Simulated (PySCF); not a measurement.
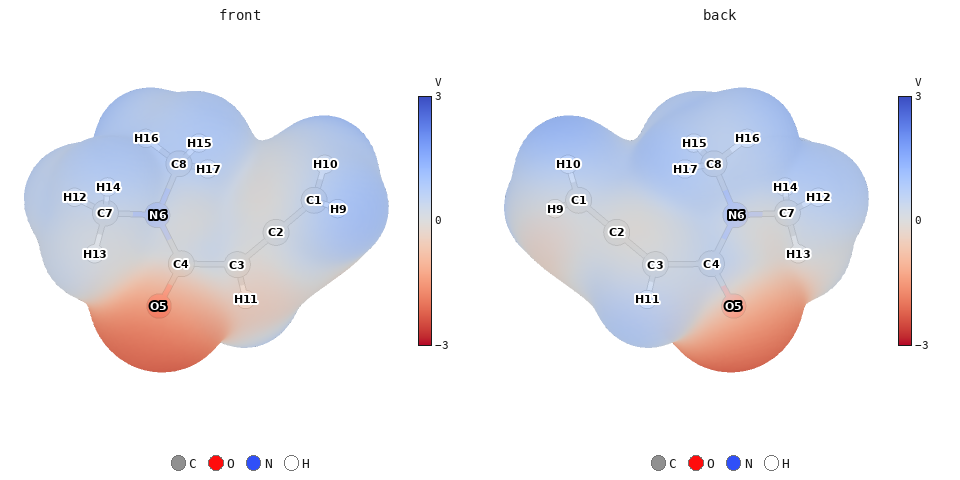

*C₆H₉NO (SMILES C=C=CC(=O)N(C)C). The molecular electrostatic potential painted on the density surface at 0.002 e/bohr³, seen from the front and from behind; red is negative and blue positive.*

Geometry: GFN2-xTB.

All numbers below come from B3LYP/def2-SVPD, SCF density, gas phase in PySCF 2.14.0.

```xyz
17

C     2.6531    1.0282    0.8764
C     2.0246   -0.0293    0.4761
C     1.3756   -1.0888    0.0968
C    -0.0850   -1.3148    0.2964
O    -0.4806   -2.4002    0.6841
N    -0.9279   -0.2829    0.0514
C    -2.3291   -0.4359    0.3698
C    -0.5576    0.9911   -0.5076
H     2.9967    1.1262    1.8933
H     2.8762    1.8484    0.2131
H     1.9051   -1.9679   -0.2443
H    -2.9390   -0.3697   -0.5346
H    -2.4687   -1.4133    0.8271
H    -2.6416    0.3436    1.0685
H    -0.4173    1.7443    0.2745
H    -1.3551    1.3275   -1.1733
H     0.3634    0.9056   -1.0798
```

**Which sites attract a positive test charge, and which a negative one?**

A positive charge is drawn to the negative regions and a negative charge to the positive ones. The most negative region (about −2.1 V) lies over O5, the most positive (about +1.2 V) over H10. O5 is the likeliest acceptor of a hydrogen bond.
